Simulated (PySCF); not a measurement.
# [BiI2]+: structure and properties

Aim: find the relaxed shape of [BiI2]+, test it by its vibrations, and read charges and levels. The species was built from a template and needn't be a known compound.

The runs use PySCF 2.14.0; PBE0, Bi def2-SVP with ECP60, I def2-SVP with ECP28; scalar-relativistic core potentials, no spin–orbit coupling.

1 further run of the same task is left out (for a known fault of the program).

## Step 1: The system as given

3 atoms, charge 1, spin multiplicity 1.

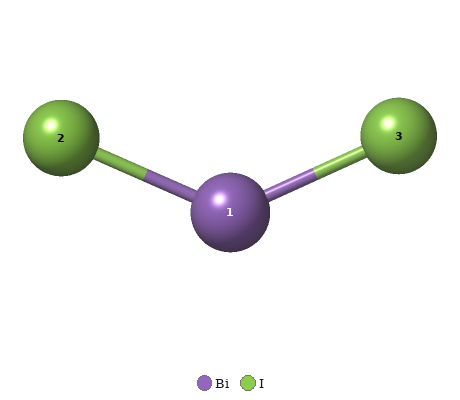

As it starts; bismuth purple, iodine green; atoms are numbered from 1 in the order of the file.

Coordinates:

```xyz
3
BiI2
Bi    0.0000    0.0000    0.0000
I     2.5636    0.0000    1.1473
I    -2.5636    0.0000    1.1473
```

Formal oxidation states: Bi +3.

## Step 2: SCF at the start, singlet

run.py (the lines that set the calculation)

```python
mol = gto.M(atom='''
Bi     0.00000     0.00000     0.00000
I      2.56360     0.00000     1.14730
I     -2.56360     0.00000     1.14730''',
    basis={'Bi': 'def2-SVP', 'I': 'def2-SVP'},
    ecp={'Bi': 'def2-SVP', 'I': 'def2-SVP'},
    charge=1, spin=0)
mf = dft.RKS(mol, xc='PBE0')
mf.grids.atom_grid = (50, 194)
mf = mf.density_fit()  # fitting sets: Bi def2-universal-JKFIT, I def2-universal-JKFIT
mf.conv_tol = 1e-08; mf.max_cycle = 55
mf.kernel(dm0)  # dm0: free metal ions and neutral atoms
```

Launch:

```console
> OMP_NUM_THREADS=2 python run.py
```

The program printed:

```text
init E= -809.781709539361
  HOMO = -0.463678876281056  LUMO = -0.391822394052188  gap/eV = 1.95531
cycle= 1 E= -809.831540563577  delta_E= -0.0498  |g|= 0.186  |ddm|= 2.17
  HOMO = -0.456938565789446  LUMO = -0.330040008268426  gap/eV = 3.45309
cycle= 2 E= -809.805671468685  delta_E= 0.0259  |g|= 0.296  |ddm|= 0.664
  HOMO = -0.454142758088601  LUMO = -0.356383180110047  gap/eV = 2.66017
cycle= 3 E= -809.842035066719  delta_E= -0.0364  |g|= 0.0917  |ddm|= 0.581
  HOMO = -0.459829137926391  LUMO = -0.354325664906498  gap/eV = 2.87090
cycle= 4 E= -809.84539224024  delta_E= -0.00336  |g|= 0.00467  |ddm|= 0.148
  HOMO = -0.459550833080992  LUMO = -0.353535677358789  gap/eV = 2.88482
cycle= 5 E= -809.845401055012  delta_E= -8.81e-06  |g|= 0.00194  |ddm|= 0.0141
  HOMO = -0.459665241193048  LUMO = -0.353566124817775  gap/eV = 2.88710
cycle= 6 E= -809.845402367574  delta_E= -1.31e-06  |g|= 0.000498  |ddm|= 0.00353
  HOMO = -0.459661849373934  LUMO = -0.353591527266732  gap/eV = 2.88632
cycle= 7 E= -809.845402482238  delta_E= -1.15e-07  |g|= 0.000123  |ddm|= 0.000803
  HOMO = -0.459655737133135  LUMO = -0.353597167480202  gap/eV = 2.88600
cycle= 8 E= -809.845402492063  delta_E= -9.82e-09  |g|= 1.98e-05  |ddm|= 0.000403
  HOMO = -0.459658825318778  LUMO = -0.353595606141124  gap/eV = 2.88613
Extra cycle  E= -809.845402491679  delta_E= 3.84e-10  |g|= 3.9e-05  |ddm|= 0.000101
converged SCF energy = -809.845402491679
```

It took 1.8 s on 2 threads of Arm Neoverse V1, shared host; peak memory 0.3 GiB.

Result: E = -809.845402 Eh, HOMO -12.51 eV, LUMO -9.62 eV, Mulliken charge on Bi1 +0.84 e. 

## Step 3: Relaxation, singlet

Steps are kept in the start's point group, C2v.

run.py (the lines that set the calculation)

```python
mol = gto.M(atom='''
Bi     0.00000     0.00000    -0.62922
I      2.56360     0.00000     0.51808
I     -2.56360     0.00000     0.51808''',
    basis={'Bi': 'def2-SVP', 'I': 'def2-SVP'},
    ecp={'Bi': 'def2-SVP', 'I': 'def2-SVP'},
    charge=1, spin=0)
mf = dft.RKS(mol, xc='PBE0')
mf.grids.atom_grid = (50, 194)
mf = mf.density_fit()  # fitting sets: Bi def2-universal-JKFIT, I def2-universal-JKFIT
mf.conv_tol = 1e-08; mf.max_cycle = 55
mf.kernel(dm0)  # dm0: an SCF of this state at this start
# quasi-Newton relaxation in Cartesian coordinates to a largest gradient under 0.00045 Eh/bohr, steps kept in the point group
```

Launch:

```console
> OMP_NUM_THREADS=2 python run.py
```

The driver keeps no SCF log for this step, only its results.

It took 16 s on 2 threads of Arm Neoverse V1, shared host.

Along the way:

| step | energy from step 1 (eV) | largest force component (eV/Å) |
| --- | --- | --- |
| 1 | 0.0000 | 0.8668 |
| 2 | -0.2298 | 0.7148 |
| 3 | -0.4223 | 0.2890 |
| 4 | -0.4539 | 0.1114 |
| 5 | -0.4544 | 0.0657 |
| 6 | -0.4546 | 0.0017 |

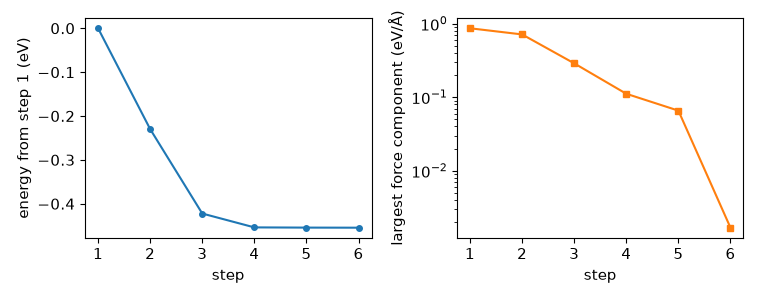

Energy and force, step by step.

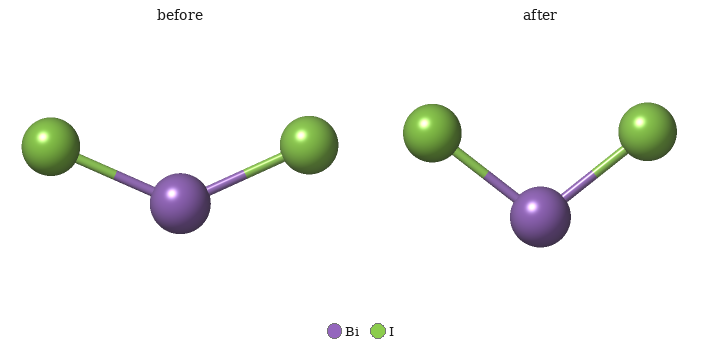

Before and after, at one scale.

Distances of close pairs at the start and the end, largest changes first:

| bond | before (Å) | after (Å) | change (Å) |
| --- | --- | --- | --- |
| Bi1–I2 | 2.809 | 2.719 | -0.090 |
| Bi1–I3 | 2.809 | 2.719 | -0.090 |

It ends in C2v at E = -809.862108 Eh.

| atom | x (Å) | y (Å) | z (Å) |
| --- | --- | --- | --- |
| Bi1 | 0.0000 | 0.0000 | -0.9840 |
| I2 | 2.1377 | 0.0000 | 0.6955 |
| I3 | -2.1377 | 0.0000 | 0.6955 |

## Step 4: The relaxed geometry turned into its symmetry frame

run.py (the lines that set the calculation)

```python
mol = gto.M(atom='''
Bi     0.00000     0.00000    -0.92112
I      2.13773     0.00000     0.75843
I     -2.13773     0.00000     0.75843''',
    basis={'Bi': 'def2-SVP', 'I': 'def2-SVP'},
    ecp={'Bi': 'def2-SVP', 'I': 'def2-SVP'},
    charge=1, spin=0)
mf = dft.RKS(mol, xc='PBE0')
mf.grids.atom_grid = (50, 194)
mf = mf.density_fit()  # fitting sets: Bi def2-universal-JKFIT, I def2-universal-JKFIT
mf.conv_tol = 1e-08; mf.max_cycle = 55
mf.kernel(dm0)  # dm0: free metal ions and neutral atoms
```

Launch:

```console
> OMP_NUM_THREADS=2 python run.py
```

The program printed:

```text
init E= -809.849315233158
  HOMO = -0.46767418552673  LUMO = -0.389352869127135  gap/eV = 2.13123
cycle= 1 E= -809.848501710533  delta_E= 0.000814  |g|= 0.187  |ddm|=  2.2
  HOMO = -0.459233309834557  LUMO = -0.325615486409125  gap/eV = 3.63593
cycle= 2 E= -809.831831683126  delta_E= 0.0167  |g|= 0.266  |ddm|= 0.615
  HOMO = -0.45385711923131  LUMO = -0.350555182052288  gap/eV = 2.81099
cycle= 3 E= -809.859709587654  delta_E= -0.0279  |g|= 0.0787  |ddm|= 0.498
  HOMO = -0.460836707454144  LUMO = -0.348532267928531  gap/eV = 3.05596
cycle= 4 E= -809.862097265278  delta_E= -0.00239  |g|= 0.00527  |ddm|= 0.131
  HOMO = -0.460160161527527  LUMO = -0.347903174859002  gap/eV = 3.05467
cycle= 5 E= -809.862106557828  delta_E= -9.29e-06  |g|= 0.00188  |ddm|= 0.0139
  HOMO = -0.460343500286076  LUMO = -0.347908641535153  gap/eV = 3.05951
cycle= 6 E= -809.862107841867  delta_E= -1.28e-06  |g|= 0.000441  |ddm|= 0.00346
  HOMO = -0.460335822898842  LUMO = -0.347928430225638  gap/eV = 3.05876
cycle= 7 E= -809.862107922549  delta_E= -8.07e-08  |g|= 9.5e-05  |ddm|= 0.000644
  HOMO = -0.460327471876797  LUMO = -0.347932210031182  gap/eV = 3.05843
cycle= 8 E= -809.862107926992  delta_E= -4.44e-09  |g|= 9.14e-06  |ddm|= 0.000194
  HOMO = -0.460328167196505  LUMO = -0.347933339702267  gap/eV = 3.05842
Extra cycle  E= -809.862107927058  delta_E= -6.62e-11  |g|= 4.59e-06  |ddm|= 3.91e-05
converged SCF energy = -809.862107927058
```

Wall time 0.8 s (2 threads of Arm Neoverse V1, shared host).

Result: E = -809.862108 Eh, HOMO -12.53 eV, LUMO -9.47 eV, Mulliken charge on Bi1 +0.78 e. 

## Step 5: Harmonic vibrations

run.py (the lines that set the calculation): that of step 4 with these lines changed.

```diff
@@ -10,3 +10,4 @@
 mf = mf.density_fit()  # fitting sets: Bi def2-universal-JKFIT, I def2-universal-JKFIT
-mf.conv_tol = 1e-08; mf.max_cycle = 55
-mf.kernel(dm0)  # dm0: free metal ions and neutral atoms
+mf.conv_tol = 1e-10; mf.max_cycle = 55
+mf.kernel(dm0)  # dm0: the density of the relaxed state
+# Hessian and dipole derivatives by central differences of gradients, 0.02 bohr
```

Launch:

```console
> OMP_NUM_THREADS=2 python run.py
```

The driver keeps no SCF log for this step, only its results.

It took 19 s on 2 threads of Arm Neoverse V1, shared host.

Point group C2v; negative numbers are unstable modes, and those under 60 cm⁻¹ are near the numerical noise:

| cm⁻¹ | km/mol | symmetry |
| --- | --- | --- |
| 63 | 0.3 | a1 |
| 198 | 4.4 | a1 |
| 202 | 25.1 | b2 |

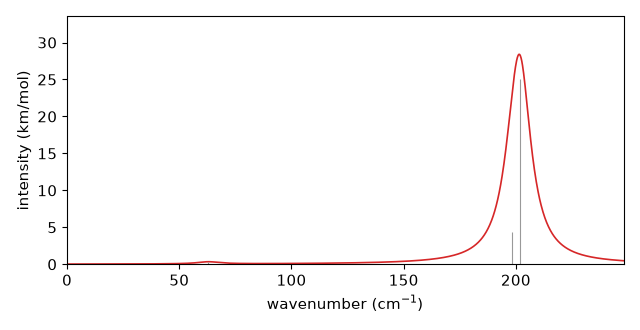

The infrared spectrum from the harmonic lines. Lines are broadened to a width of 12 cm⁻¹ (Lorentzian).

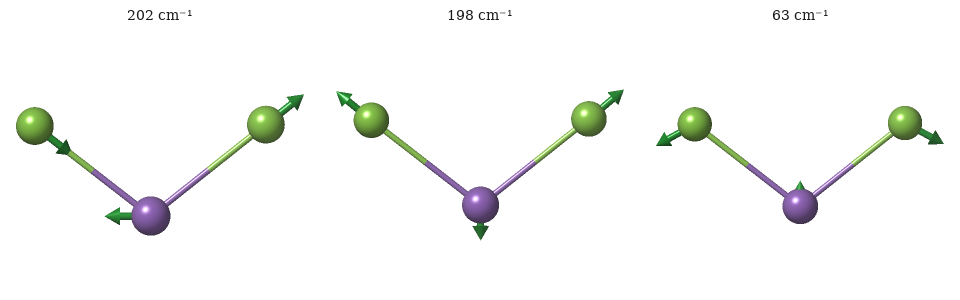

How the atoms move in 3 of the modes.

## Step 6: Properties on a finer grid

run.py (the lines that set the calculation)

```python
mol = gto.M(atom='''
Bi     0.00000     0.00000    -0.98405
I      2.13773     0.00000     0.69550
I     -2.13773     0.00000     0.69550''',
    basis={'Bi': 'def2-SVP', 'I': 'def2-SVP'},
    ecp={'Bi': 'def2-SVP', 'I': 'def2-SVP'},
    charge=1, spin=0)
mf = dft.RKS(mol, xc='PBE0')
mf.grids.atom_grid = (75, 302)
mf = mf.density_fit()  # fitting sets: Bi def2-universal-JKFIT, I def2-universal-JKFIT
mf.conv_tol = 1e-09; mf.max_cycle = 55
mf.kernel(dm0)  # dm0: the density of the relaxed state
```

Launch:

```console
> OMP_NUM_THREADS=2 python run.py
```

The program printed:

```text
init E= -809.86187754049
  HOMO = -0.460318609709191  LUMO = -0.347931338726331  gap/eV = 3.05821
cycle= 1 E= -809.861877699814  delta_E= -1.59e-07  |g|= 7.77e-05  |ddm|= 0.00106
  HOMO = -0.460313427199375  LUMO = -0.347943615004001  gap/eV = 3.05774
cycle= 2 E= -809.861877696554  delta_E= 3.26e-09  |g|= 0.000115  |ddm|= 0.000281
  HOMO = -0.460319897619669  LUMO = -0.347935503320556  gap/eV = 3.05814
cycle= 3 E= -809.861877701971  delta_E= -5.42e-09  |g|= 3.08e-05  |ddm|= 0.000223
  HOMO = -0.460318408687899  LUMO = -0.347937016247479  gap/eV = 3.05805
cycle= 4 E= -809.86187770233  delta_E= -3.58e-10  |g|= 5.85e-06  |ddm|= 5.4e-05
  HOMO = -0.460318407075445  LUMO = -0.347936518434661  gap/eV = 3.05807
Extra cycle  E= -809.86187770233  delta_E= -4.55e-13  |g|= 6.26e-06  |ddm|= 1.79e-05
converged SCF energy = -809.86187770233
```

Run time: 5.9 s. Hardware: 2 threads of Arm Neoverse V1, shared host.

Read off: E = -809.861878 Eh, HOMO -12.53 eV, LUMO -9.47 eV, Mulliken charge on Bi1 +0.78 e, largest force component 0.064 eV/Å. 

Löwdin charges:

| atom | value (e) |
| --- | --- |
| Bi1 | 0.61 |
| I2 | 0.19 |
| I3 | 0.19 |

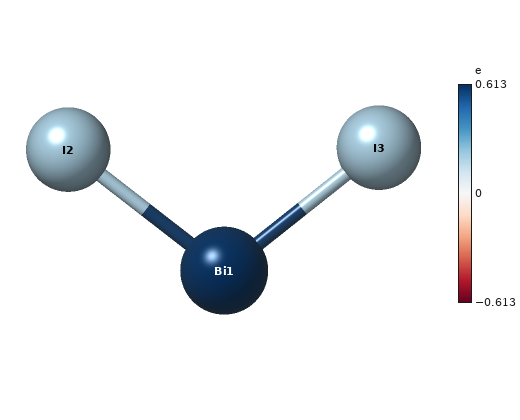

Löwdin charges, as colours on the atoms.

Mulliken charges: Bi1 +0.78, I2 +0.11, I3 +0.11 e.

Contacts (the nearest donor of each ligand) and Mayer bond orders:

| contact | distance (Å) | bond order |
| --- | --- | --- |
| Bi1–I2 (I) | 2.719 | 1.44 |
| Bi1–I3 (I) | 2.719 | 1.44 |

Mulliken populations of Bi1 outside the core potential: s 3.95, p 8.11, d 10.16.

Orbitals, density, ELF and potential are computed afterwards from the orbital file.

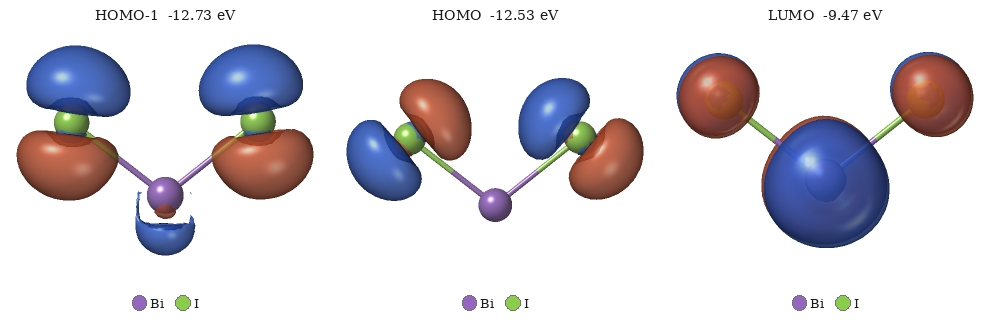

Frontier orbitals at PBE0; each surface holds 70 % of the orbital's density, blue and red mark the sign.

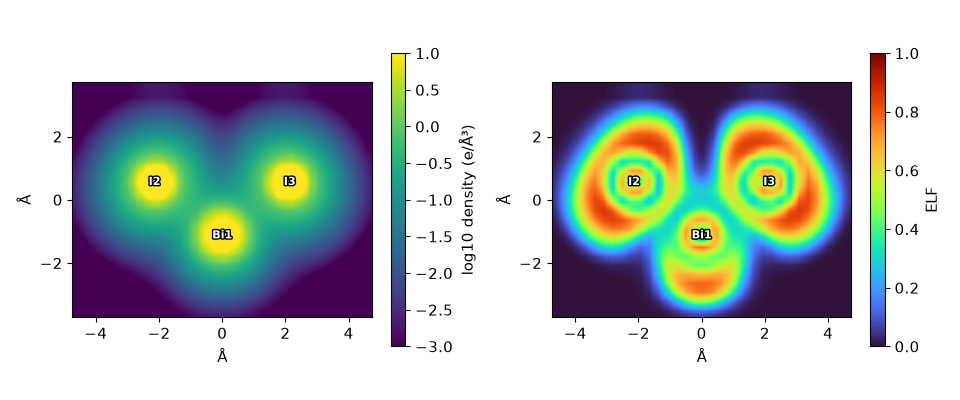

Density (left) and ELF (right) in a plane through or near 3 of the atoms.

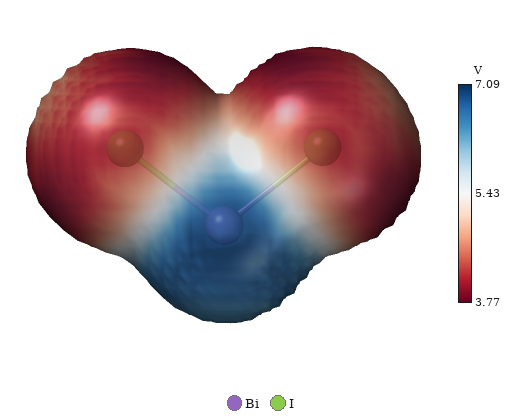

Electrostatic potential on the surface of density 0.002 e/bohr³; red is low, blue high. It runs from 3.77 V near I3 to 7.09 V near Bi1.

## Step 7: What came out

| quantity | value |
| --- | --- |
| state and point group | singlet, C2v |
| modes | 63 to 202 cm⁻¹, none unstable |
| strongest infrared band (modes within 1.5 cm⁻¹ summed) | 202 cm⁻¹ (25 km/mol) |
| zero-point energy | 0.029 eV |
| ideal gas, 298 K, 1 bar | S = 348.0, Cp = 56.9 J/(mol K) |
| metal–ligand contacts | 2.72 Å |
| frontier levels | HOMO -12.53 eV, LUMO -9.47 eV |
| dipole about the centre of mass | 2.30 D |
| mean polarisability | 14.0 Å³ |

**Reading.** All modes are real, so the structure is a minimum. The metal carries +0.61 e by Löwdin's partition against a formal +3, and bond orders to the nearest donors reach 1.44. Both measures hang on the basis. One start shape was tried, so another isomer may lie lower. These are double-zeta-type bases without diffuse functions. Spin–orbit coupling is left out.
